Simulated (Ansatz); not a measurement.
**Si2H3OF (SMILES F[Si]O[SiH3]): a chain of runs**

Wanted: a series of 46 runs (wB97X-V/def2-SVP, U-wB97X-V/def2-SVP, PBE/def2-SVP, UPBE/def2-SVP, B3LYP/def2-SVP, UB3LYP/def2-SVP, HF/def2-SVP, UHF/def2-SVP, and more) of FH3OSi2 and its partners. 

The results are computed with Ansatz 0.2.0.

## 1. Starting point

Si2H3OF has 7 atoms, charge 0, and is taken as a singlet. As SMILES, `F[Si]O[SiH3]`. Geometry: relaxed at PBE0-D4/def2-TZVP. This is one conformer, not always the lowest. The run starts from this shape.

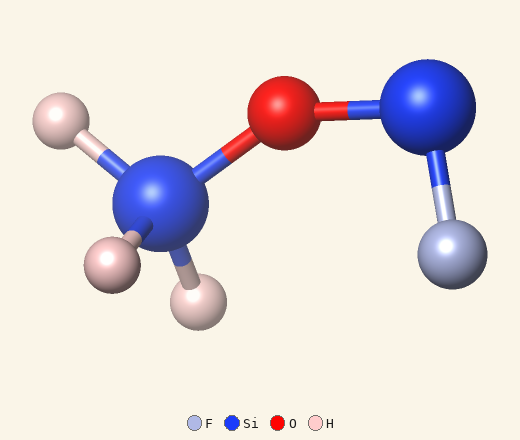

Viewed from a chosen angle; fluorine light blue, silicon blue, oxygen red, hydrogen pink.

## 2. A geometry optimisation at wB97X-V/def2-SVP (start density atoms) (run 1)

File input.yaml:

```yaml
crystal:
  periodic: [false, false, false]
  atoms:
    - {symbol: F, position_ang: [0.639300, -1.829500, 1.608700]}
    - {symbol: Si, position_ang: [-0.428700, -2.165500, 0.441500]}
    - {symbol: O, position_ang: [-0.538300, -0.736500, -0.334600]}
    - {symbol: Si, position_ang: [-0.025600, 0.837100, -0.406700]}
    - {symbol: H, position_ang: [-0.705100, 1.480700, -1.555500]}
    - {symbol: H, position_ang: [-0.385700, 1.537800, 0.850000]}
    - {symbol: H, position_ang: [1.444000, 0.875800, -0.603300]}
basis:
  gaussian:
    orbitals: def2-SVP
hamiltonian:
  xc: {name: wB97X-V}
relax: {}
```

The run is started by

```bash
ansatz run input.yaml --threads 1 --pin off --max-ram 3480MiB --events-out events.jsonl --progress --plain --runs-dir runs
```

The log of the run:

```text
Warning: RAYON_NUM_THREADS=1 ignored (pool sized by the plan → 1); use --threads N
The last accepted step is kept in runs//last_step.txt (removed where the run ends without a failure and the disk answers)
[... 89 lines left out ...]
Total energy: -20557.72251368 eV, -755.4823678528 hartree
[... 7 lines left out ...]
Dipole moment:    -0.047459     0.125318    -0.115662 e Å
```

Run time: 2.2 min. Hardware: 1 thread of Arm Neoverse N1, shared host; peak memory 0.22 GiB.

Steps, from the record of the run:

| step | energy from the first frame kept (eV) | largest force (eV/Å) |
| --- | --- | --- |
| 1 | 0.0000 | 1.2421 |
| 2 | -0.0235 | 0.6792 |
| 3 | -0.0330 | 0.0687 |
| 4 | -0.0333 | 0.0471 |
| 5 | -0.0339 | 0.0687 |
| 6 | -0.0349 | 0.1057 |
| 7 | -0.0351 | 0.0795 |
| 8 | -0.0354 | 0.0527 |
| 9 | -0.0356 | 0.0034 |

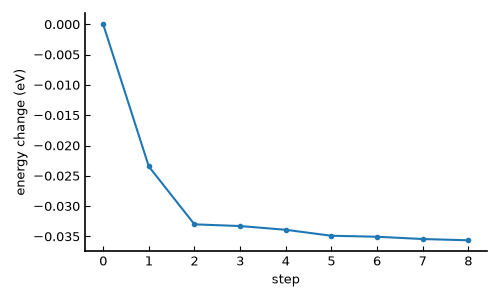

Energy along the run.

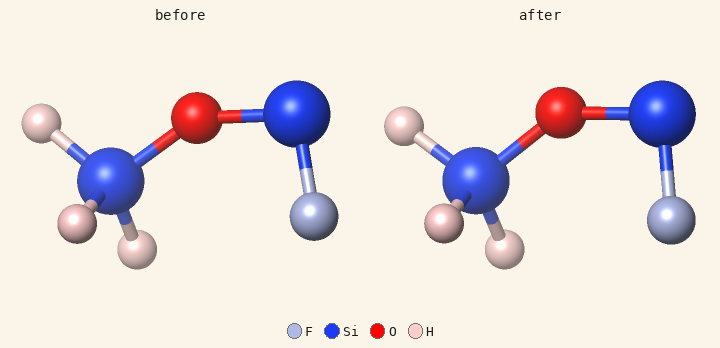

Before and after, at one scale.

After the run. Bond lengths: F1–Si2 1.645 Å, Si2–O3 1.655 Å, O3–Si4 1.683 Å, Si4–H5 1.486 Å, Si4–H6 1.489 Å, Si4–H7 1.489 Å. Angles: F1–Si2–O3 99.8°, Si2–O3–Si4 141.1°, O3–Si4–H5 107.8°, O3–Si4–H6 109.8°, O3–Si4–H7 109.8°, H5–Si4–H6 109.8°, H5–Si4–H7 109.8°, H6–Si4–H7 109.8°.

## 3. The doublet cation: a geometry optimisation at U-wB97X-V/def2-SVP (start density atoms) (run 2)

File molecule.yaml:

```yaml
crystal:
  periodic: [false, false, false]
  atoms:
    - {symbol: F, position_ang: [0.639300, -1.829500, 1.608700]}
    - {symbol: Si, position_ang: [-0.428700, -2.165500, 0.441500]}
    - {symbol: O, position_ang: [-0.538300, -0.736500, -0.334600]}
    - {symbol: Si, position_ang: [-0.025600, 0.837100, -0.406700]}
    - {symbol: H, position_ang: [-0.705100, 1.480700, -1.555500]}
    - {symbol: H, position_ang: [-0.385700, 1.537800, 0.850000]}
    - {symbol: H, position_ang: [1.444000, 0.875800, -0.603300]}
basis:
  gaussian: {orbitals: def2-SVP}
total_charge: 1
magnetization: {spin_polarized: true, initial_magnetization: 1}
hamiltonian: {xc: {name: wB97X-V}}
relax: {}
```

The run is started by

```bash
ansatz run molecule.yaml --threads 1 --pin off --max-ram 3480MiB --events-out events.jsonl --progress --plain --runs-dir runs
```

The log of the run:

```text
Warning: RAYON_NUM_THREADS=1 ignored (pool sized by the plan → 1); use --threads N
[... 1 set-up line as earlier in the session ...]
[... 111 lines left out ...]
Total energy: -20548.27180357 eV, -755.1350606624 hartree
[... 7 lines left out ...]
Dipole moment:    -0.315193    -0.216536    -0.292352 e Å
```

It took 4.7 min on 1 thread of Arm Neoverse N1, shared host; peak memory 0.33 GiB.

The path in brief:

| step | energy from the first frame kept (eV) | largest force (eV/Å) |
| --- | --- | --- |
| 1 | 0.0000 | 4.9654 |
| 2 | -0.3686 | 3.3893 |
| 3 | -0.5967 | 1.4558 |
| 4 | -0.6403 | 0.3527 |
| 5 | -0.6578 | 0.3078 |
| 6 | -0.6783 | 0.3890 |
| 7 | -0.7134 | 0.3040 |
| 8 | -0.6910 | 1.2040 |
| 9 | -0.7231 | 0.0648 |
| 10 | -0.7272 | 0.0305 |
| 11 | -0.7276 | 0.1327 |
| 12 | -0.7278 | 0.0062 |

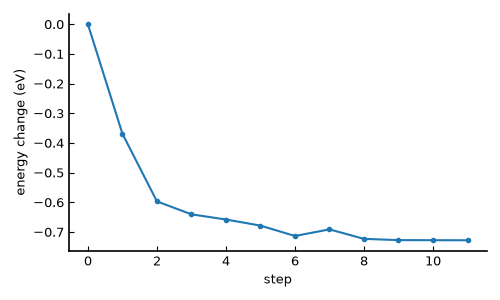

Energy along the run.

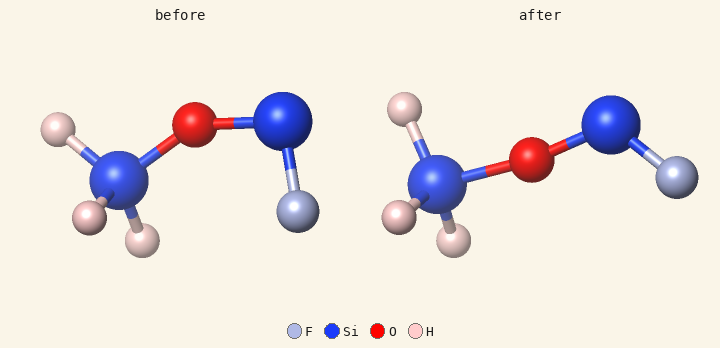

Before and after, at one scale.

After the run. Bond lengths: F1–Si2 1.581 Å, Si2–O3 1.557 Å, O3–Si4 1.781 Å, Si4–H5 1.477 Å, Si4–H6 1.476 Å, Si4–H7 1.476 Å. Angles: F1–Si2–O3 121.5°, Si2–O3–Si4 170.8°, O3–Si4–H5 104.1°, O3–Si4–H6 103.0°, O3–Si4–H7 103.0°, H5–Si4–H6 114.6°, H5–Si4–H7 114.6°, H6–Si4–H7 115.2°.

Runs 3 to 19 aren't shown in full; the table further down has their settings and results.

## 4. SiH3O: the energy at UB3LYP/def2-SVP (start density atoms) (run 20)

File run.yaml:

```yaml
crystal:
  periodic: [false, false, false]
  atoms:
    - {symbol: O, position_ang: [-0.581577, -0.742861, -0.386372]}
    - {symbol: Si, position_ang: [-0.004720, 0.841948, -0.382542]}
    - {symbol: H, position_ang: [-0.723787, 1.427196, -1.554544]}
    - {symbol: H, position_ang: [-0.369272, 1.566895, 0.866609]}
    - {symbol: H, position_ang: [1.468655, 0.901721, -0.593251]}
basis:
  gaussian: {orbitals: def2-SVP}
magnetization: {spin_polarized: true, initial_magnetization: 1}
hamiltonian: {xc: {name: B3LYP}}
```

The run is started by

```bash
ansatz run run.yaml --threads 1 --pin off --max-ram 3480MiB --events-out events.jsonl --progress --plain --runs-dir runs
```

The log of the run:

```text
Warning: RAYON_NUM_THREADS=1 ignored (pool sized by the plan → 1); use --threads N
Functional definition: B3LYP
  name "B3LYP"
  parameter a0 = 0.2
  parameter ax = 0.72
  parameter ac = 0.81
  exchange = (1 - a0 - ax)*slater_x + ax*b88_x + a0*exact_x
  correlation = (1 - ac)*vwn_rpa_c + ac*lyp_c
447 factors; integrals over basis functions are off by at most 1.2e-3 eV
mean field evaluation 1: about -9963.2382 eV, gradient 3.3e1 eV
mean field evaluation 2: about -9935.4014 eV, gradient 8.5e1 eV
mean field evaluation 4: about -9968.1821 eV, gradient 2.4e0 eV
mean field evaluation 8: about -9968.2337 eV, gradient 1.7e-1 eV
mean field evaluation 16: about -9968.2339 eV, gradient 9.7e-4 eV
mean field evaluation 32: about -9968.2339 eV, gradient 4.2e-5 eV
mean field -9968.23389787 eV, -366.3258390350 hartree, gradient 2.8e-6 eV, S^2 0.753674; 2 other end points of the search recorded, 0 dependent functions left out
reference -9968.23408448 eV, -366.3258458928 hartree; 13, 12 occupied and 34, 35 virtual orbitals, 447 factors
Total energy: -9968.23408448 eV, -366.3258458928 hartree
```

It took 4.8 s on 1 thread of Arm Neoverse N1, shared host; peak memory 0.1 GiB.

Runs 22 to 51 aren't shown in full; the table further down has their settings and results.

## 5. The F atom: a single-point energy at U-r2SCAN/def2-SVP (start density atoms) (run 52)

File input.yaml:

```yaml
crystal:
  periodic: [false, false, false]
  atoms:
    - {symbol: F, position_ang: [0.639300, -1.829500, 1.608700]}
basis:
  gaussian: {orbitals: def2-SVP}
magnetization: {spin_polarized: true, initial_magnetization: 1}
hamiltonian: {xc: r2scan}
```

Run the same way, it converges to -99.59877 Eh (log not shown).

## 6. All runs side by side

| run | level | task | frozen core orbitals | partner | energy (Eh) | wall time |
| --- | --- | --- | --- | --- | --- | --- |
| 1 | wB97X-V/def2-SVP (start density atoms) | optimise | – | base | -755.482368 | 2.2 min |
| 2 | U-wB97X-V/def2-SVP (start density atoms) | optimise | – | cation | -755.135061 | 4.7 min |
| 3 | U-wB97X-V/def2-SVP (start density atoms) | optimise | – | anion | -755.479094 | 4 min |
| 4 | U-wB97X-V/def2-SVP (start density atoms) | optimise | – | fragment | -366.226101 | 81 s |
| 6 | U-wB97X-V/def2-SVP (start density atoms) | optimise | – | fragment | -754.827296 | 3.1 min |
| 7 | U-wB97X-V/def2-SVP (start density atoms) | optimise | – | fragment | -655.638232 | 5.8 min |
| 8 | PBE/def2-SVP (start density atoms) | energy | – | base | -755.156246 | 2.7 s |
| 9 | UPBE/def2-SVP (start density atoms) | energy | – | cation | -754.816982 | 4.8 s |
| 10 | UPBE/def2-SVP (start density atoms) | energy | – | anion | -755.154980 | 6.6 s |
| 11 | UPBE/def2-SVP (start density atoms) | energy | – | fragment | -366.062303 | 4.2 s |
| 13 | UPBE/def2-SVP (start density atoms) | energy | – | fragment | -0.498629 | 0.1 s |
| 14 | UPBE/def2-SVP (start density atoms) | energy | – | fragment | -754.512964 | 4.8 s |
| 15 | UPBE/def2-SVP (start density atoms) | energy | – | fragment | -655.374342 | 10 s |
| 16 | UPBE/def2-SVP (start density atoms) | energy | – | fragment | -99.539757 | 0.44 s |
| 17 | B3LYP/def2-SVP (start density atoms) | energy | – | base | -755.678792 | 3.6 s |
| 18 | UB3LYP/def2-SVP (start density atoms) | energy | – | cation | -755.332901 | 6.6 s |
| 19 | UB3LYP/def2-SVP (start density atoms) | energy | – | anion | -755.676023 | 6.6 s |
| 20 | UB3LYP/def2-SVP (start density atoms) | energy | – | fragment | -366.325846 | 4.8 s |
| 22 | UB3LYP/def2-SVP (start density atoms) | energy | – | fragment | -0.501259 | 0.12 s |
| 23 | UB3LYP/def2-SVP (start density atoms) | energy | – | fragment | -755.026085 | 6.6 s |
| 24 | UB3LYP/def2-SVP (start density atoms) | energy | – | fragment | -655.804470 | 11 s |
| 25 | UB3LYP/def2-SVP (start density atoms) | energy | – | fragment | -99.640474 | 0.25 s |
| 26 | HF/def2-SVP (start density atoms) | energy | – | base | -753.702260 | 0.97 s |
| 27 | UHF/def2-SVP (start density atoms) | energy | – | cation | -753.390359 | 2.4 s |
| 28 | UHF/def2-SVP (start density atoms) | energy | – | anion | -753.683873 | 1.9 s |
| 29 | UHF/def2-SVP (start density atoms) | energy | – | fragment | -365.359560 | 1.4 s |
| 31 | UHF/def2-SVP (start density atoms) | energy | – | fragment | -0.499278 | 0.06 s |
| 32 | UHF/def2-SVP (start density atoms) | energy | – | fragment | -753.078267 | 3.9 s |
| 33 | UHF/def2-SVP (start density atoms) | energy | – | fragment | -654.246703 | 4.5 s |
| 34 | UHF/def2-SVP (start density atoms) | energy | – | fragment | -99.284051 | 0.08 s |
| 35 | MP2/def2-SVP (start density atoms) | energy | 12 | base | -754.247934 | 1.3 s |
| 36 | UMP2/def2-SVP (start density atoms) | energy | 12 | cation | -753.916184 | 2.8 s |
| 37 | UMP2/def2-SVP (start density atoms) | energy | 12 | anion | -754.232109 | 2.1 s |
| 38 | UMP2/def2-SVP (start density atoms) | energy | 6 | fragment | -365.601942 | 1.4 s |
| 40 | UHF/def2-SVP (start density atoms) | energy | – | fragment | -0.499278 | 0.06 s |
| 41 | UMP2/def2-SVP (start density atoms) | energy | 12 | fragment | -753.602640 | 4.2 s |
| 42 | UMP2/def2-SVP (start density atoms) | energy | 11 | fragment | -654.589042 | 4.2 s |
| 43 | UMP2/def2-SVP (start density atoms) | energy | 1 | fragment | -99.422431 | 0.08 s |
| 44 | r2SCAN/def2-SVP (start density atoms) | energy | – | base | -755.500440 | 5.7 s |
| 45 | U-r2SCAN/def2-SVP (start density atoms) | energy | – | cation | -755.162345 | 11 s |
| 46 | U-r2SCAN/def2-SVP (start density atoms) | energy | – | anion | -755.503878 | 13 s |
| 47 | U-r2SCAN/def2-SVP (start density atoms) | energy | – | fragment | -366.236630 | 11 s |
| 49 | U-r2SCAN/def2-SVP (start density atoms) | energy | – | fragment | -0.499209 | 0.5 s |
| 50 | U-r2SCAN/def2-SVP (start density atoms) | energy | – | fragment | -754.853735 | 12 s |
| 51 | U-r2SCAN/def2-SVP (start density atoms) | energy | – | fragment | -655.666393 | 25 s |
| 52 | U-r2SCAN/def2-SVP (start density atoms) | energy | – | fragment | -99.598774 | 0.77 s |

## 7. Results

| quantity | value |
| --- | --- |
| F atom, run 52: total energy | -99.59877 Eh |
| F atom, run 52: ⟨S²⟩ | 0.751 |
| adiabatic electron affinity (to the doublet anion, shapes relaxed at wB97X-V/def2-SVP, no zero-point term), HF/def2-SVP | -0.500 eV |
| adiabatic electron affinity (to the doublet anion, shapes relaxed at wB97X-V/def2-SVP, no zero-point term), MP2/def2-SVP | -0.431 eV |
| dissociation energy of the Si2–F1 bond into doublet Si2H3O and doublet F (shapes relaxed at wB97X-V/def2-SVP, no zero-point term), PBE/def2-SVP | 6.589 eV |
| dissociation energy of the Si2–F1 bond into doublet Si2H3O and doublet F (shapes relaxed at wB97X-V/def2-SVP, no zero-point term), B3LYP/def2-SVP | 6.363 eV |
| dissociation energy of the Si2–F1 bond into doublet Si2H3O and doublet F (shapes relaxed at wB97X-V/def2-SVP, no zero-point term), HF/def2-SVP | 4.667 eV |
| dissociation energy of the H7–Si4 bond into doublet H and doublet Si2H2OF (shapes relaxed at wB97X-V/def2-SVP, no zero-point term), HF/def2-SVP | 3.394 eV |
| dissociation energy of the Si2–F1 bond into doublet Si2H3O and doublet F (shapes relaxed at wB97X-V/def2-SVP, no zero-point term), r2SCAN/def2-SVP | 6.402 eV |
| adiabatic ionisation energy (to the doublet cation, shapes relaxed at wB97X-V/def2-SVP, no zero-point term), MP2/def2-SVP | 9.027 eV |

At HF/def2-SVP: the adiabatic electron affinity (to the doublet anion, shapes relaxed at wB97X-V/def2-SVP, no zero-point term) is −0.50 eV (−11.5 kcal/mol). A negative value puts this state of the anion above the relaxed parent: the electron is not bound at this level, and such a value depends on the basis. At MP2/def2-SVP: the adiabatic electron affinity (to the doublet anion, shapes relaxed at wB97X-V/def2-SVP, no zero-point term) is −0.43 eV (−9.9 kcal/mol). At PBE/def2-SVP: the dissociation energy of the Si2–F1 bond into doublet Si2H3O and doublet F (shapes relaxed at wB97X-V/def2-SVP, no zero-point term) is 6.59 eV (636 kJ/mol). At B3LYP/def2-SVP: the dissociation energy of the Si2–F1 bond into doublet Si2H3O and doublet F (shapes relaxed at wB97X-V/def2-SVP, no zero-point term) is 6.36 eV (614 kJ/mol). At HF/def2-SVP: the dissociation energy of the Si2–F1 bond into doublet Si2H3O and doublet F (shapes relaxed at wB97X-V/def2-SVP, no zero-point term) is 4.67 eV (108 kcal/mol). Totals of different functionals can't be ranked against each other. All runs together took 24 min, the longest 5.8 min.
